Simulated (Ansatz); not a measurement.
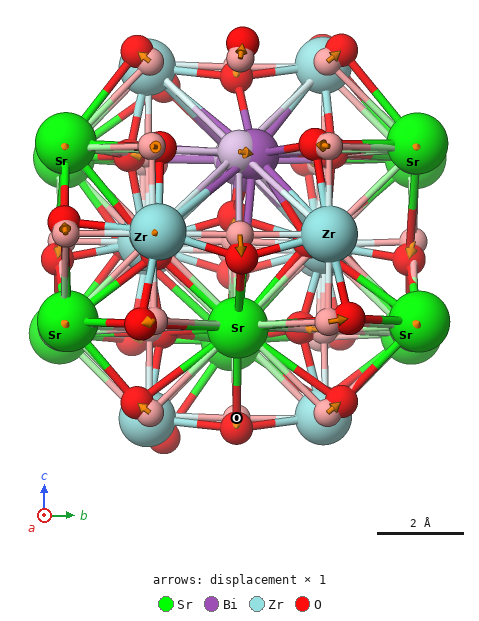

A relaxation of a defect cell of composition Sr$_{6}$Bi$_{2}$Zr$_{8}$O$_{24}$. The starting structure is drawn faded, the final one solid; orange arrows show the displacements, at their true length.

A ball-and-stick model of the atoms within 5.8 Å of the atom that moves most (axes of the cell of the calculation), seen from a free direction.

Computed with Ansatz, DFT, PBEsol, PAW, plane waves.

Input file:
```yaml
crystal:
  lattice:
    - [8.260000, 0.000000, 0.000000]
    - [0.000000, 8.260000, 0.000000]
    - [0.000000, 0.000000, 8.260000]
  atoms:
    - { symbol: Sr, position: [0.998422, 0.001612, 0.999488] }
    - { symbol: Sr, position: [0.000511, 0.004226, 0.504053] }
    - { symbol: Sr, position: [0.000185, 0.500014, 0.999982] }
    - { symbol: Sr, position: [0.497467, 0.001561, 0.001014] }
    - { symbol: Sr, position: [0.500553, 0.001464, 0.498653] }
    - { symbol: Sr, position: [0.500801, 0.496911, 0.007087] }
    - { symbol: Bi, position: [0.995287, 0.500814, 0.495401] }
    - { symbol: Bi, position: [0.497579, 0.501020, 0.500020] }
    - { symbol: Zr, position: [0.245015, 0.249990, 0.251176] }
    - { symbol: Zr, position: [0.250527, 0.249501, 0.748910] }
    - { symbol: Zr, position: [0.252479, 0.749626, 0.248828] }
    - { symbol: Zr, position: [0.249062, 0.749539, 0.752731] }
    - { symbol: Zr, position: [0.752335, 0.253261, 0.247677] }
    - { symbol: Zr, position: [0.752102, 0.250337, 0.755128] }
    - { symbol: Zr, position: [0.748911, 0.751049, 0.242305] }
    - { symbol: Zr, position: [0.748470, 0.753238, 0.746574] }
    - { symbol: O, position: [0.252440, 0.252427, 0.001362] }
    - { symbol: O, position: [0.249555, 0.245756, 0.499120] }
    - { symbol: O, position: [0.248493, 0.748723, 0.999773] }
    - { symbol: O, position: [0.251069, 0.749974, 0.499424] }
    - { symbol: O, position: [0.753235, 0.252177, 0.003301] }
    - { symbol: O, position: [0.743886, 0.247767, 0.499753] }
    - { symbol: O, position: [0.743103, 0.748314, 0.998245] }
    - { symbol: O, position: [0.750145, 0.747820, 0.496309] }
    - { symbol: O, position: [0.002877, 0.251397, 0.249383] }
    - { symbol: O, position: [0.000211, 0.246913, 0.751079] }
    - { symbol: O, position: [0.005985, 0.746437, 0.251445] }
    - { symbol: O, position: [0.004927, 0.752321, 0.751520] }
    - { symbol: O, position: [0.502259, 0.251574, 0.244640] }
    - { symbol: O, position: [0.500396, 0.249973, 0.752680] }
    - { symbol: O, position: [0.501980, 0.745827, 0.245711] }
    - { symbol: O, position: [0.501621, 0.753412, 0.749675] }
    - { symbol: O, position: [0.249786, 0.001274, 0.250389] }
    - { symbol: O, position: [0.249730, 0.000046, 0.753716] }
    - { symbol: O, position: [0.256351, 0.496626, 0.247142] }
    - { symbol: O, position: [0.248350, 0.498006, 0.749787] }
    - { symbol: O, position: [0.750397, 0.002409, 0.250666] }
    - { symbol: O, position: [0.750365, 0.996608, 0.752581] }
    - { symbol: O, position: [0.755637, 0.495545, 0.250127] }
    - { symbol: O, position: [0.748608, 0.500031, 0.746415] }
  symmetry: { detect: false }
kpoints:
  mp_grid: { grid: [1, 1, 1], shift: [0.25, 0.25, 0.25] }
hamiltonian:
  xc: pbesol
scf:
  occupations: { method: fermi_dirac, width: 0.01 }
relax:
  f_tol: 0.03
  max_steps: 80
  escape_saddle: false
  adjacent_minimum: "off"
output:
  forces: true
  eigenvalues: true
  populations: true
```

Run as
```bash
ansatz run in.yaml --threads 8 --pin off --max-ram 13300MiB --runs-dir r --events-out ev --progress --plain
```

Q: Atoms of which element are displaced furthest, and by how much?

A: Oxygen: up to 0.63 Å, against 0.40 Å for bismuth.

Q: What happened in the run?

A: The largest moves, 0.63 Å, are those of O39 and O40. O39 goes along [−1 0 3]. Largest moves by element: O 0.63 Å, Bi 0.40 Å, Sr 0.25 Å, Zr 0.15 Å. The lattice vectors keep their values. Among the contacts that change: Bi8–O39 2.968 → 2.345 Å, Sr3–O39 2.890 → 3.500 Å, Sr1–O23 2.971 → 3.580 Å, Bi7–O40 2.907 → 2.305 Å. Among the angles between lasting bonds that change: Zr14–O40–Zr16 177.8° → 145.5°, Zr13–O39–Zr15 176.7° → 144.7°, Zr15–O24–Zr16 177.9° → 148.2°. The energy falls by 3.919 eV per cell of the calculation in 21 accepted moves (22 points after the start). The largest force component goes from 1.4 to 0.024 eV/Å. The line search rejected the trial step at point 18 of the run.

Limits of the set-up: the periodic images lie only 8.3 Å apart, so the values are limited by the cell's size.
